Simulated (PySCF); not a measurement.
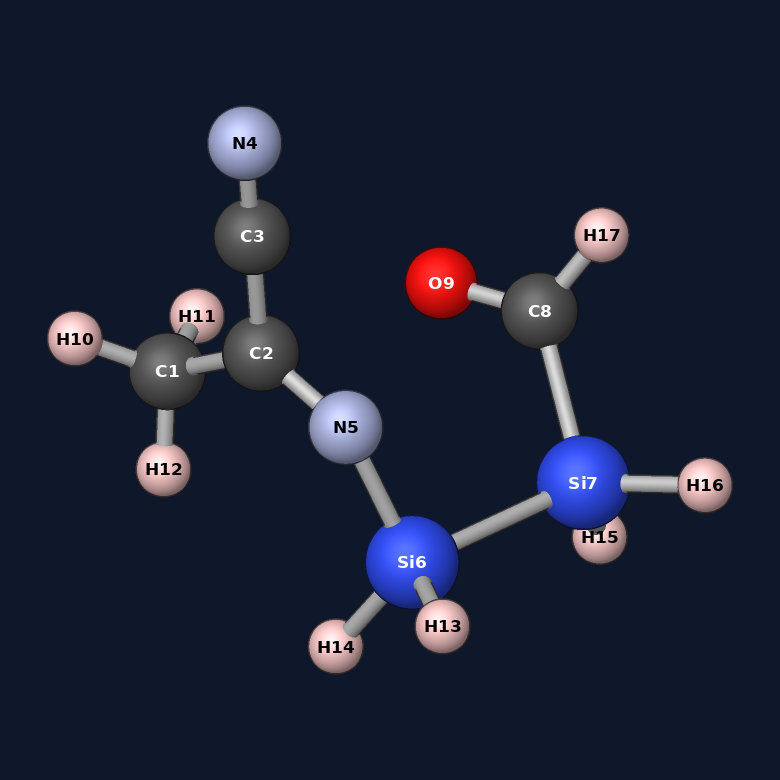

The computed structure is the end point of a GFN2-xTB optimisation. No frequency run is at hand to confirm it as a minimum. Level of theory: GIAO PBE0/pcSseg-1 NMR shielding, non-relativistic, gas phase (PySCF 2.14.0). Principal shieldings σ11 ≤ σ22 ≤ σ33, span Ω = σ33 − σ11, skew κ = 3(σiso − σ22)/Ω.

**Which Si atom has the most anisotropic shielding?**

Si6, with a span of 95 ppm.

Give the shielding tensors of the Si atoms.

```tsv
atom	σ11	σ22	σ33	σiso	Ω	κ
Si6	381.3	393.1	476.1	416.8	94.8	0.75
Si7	400.2	444.0	471.6	438.6	71.5	−0.23
```

Shieldings and span in ppm.

The geometry is semi-empirical. Around Si such bond lengths and angles can be off by a tenth of an ångström or more and by several degrees, and values that hang on the shape move with them.
